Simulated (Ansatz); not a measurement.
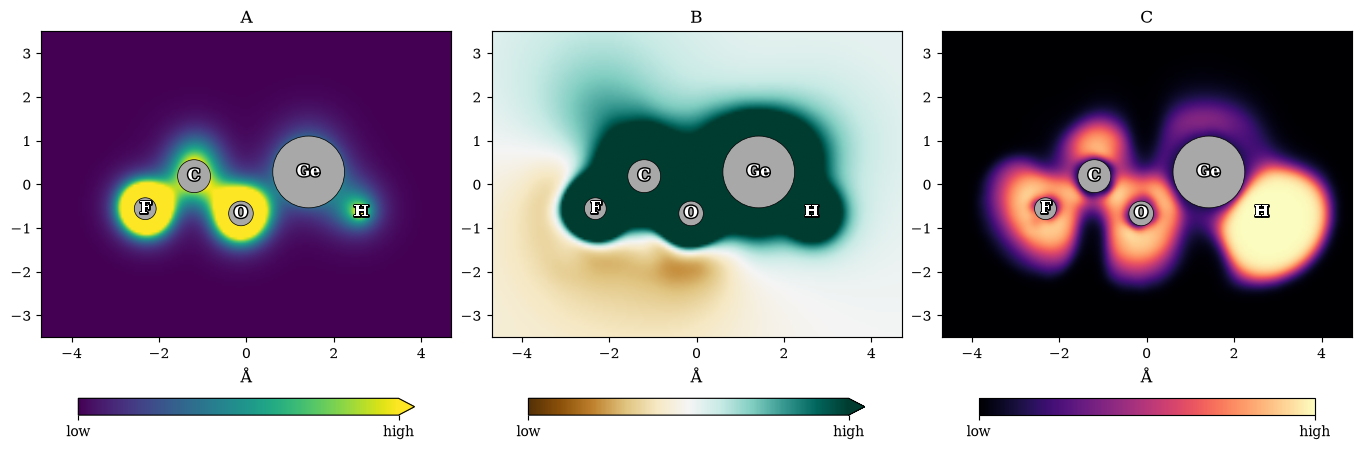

CH5FGeO2 (SMILES OC(F)[O][GeH3]): 3 fields on the plane of atoms O4, Ge5 and H10, with unlabelled colour scales. Grey discs cover the atomic cores.

Not at a stationary point (largest force 1.6 eV/Å).

Computed with SCF revpbe, Gaussian basis (Ansatz).

**The panels show electron density, electron localisation function and electrostatic potential in some order. Assign them.**

Panel A: electron density. Panel B: electrostatic potential (strongly positive close to the atoms, with negative regions outside electron-rich atoms). Panel C: electron localisation function. From the grid: C–F (1.36 Å): ρ at the midpoint is about 2.2 e/Å³, with its minimum of 1.8 e/Å³ about 0.5 Å from C; the ELF peaks at about 0.85 between the atoms, as expected for a shared but strongly polarised pair. C–O (1.37 Å): the density is about 2.3 e/Å³ at the midpoint, with its minimum of 2 e/Å³ about 0.5 Å from C; the ELF peaks at about 0.90 between the atoms: a polar covalent bond.
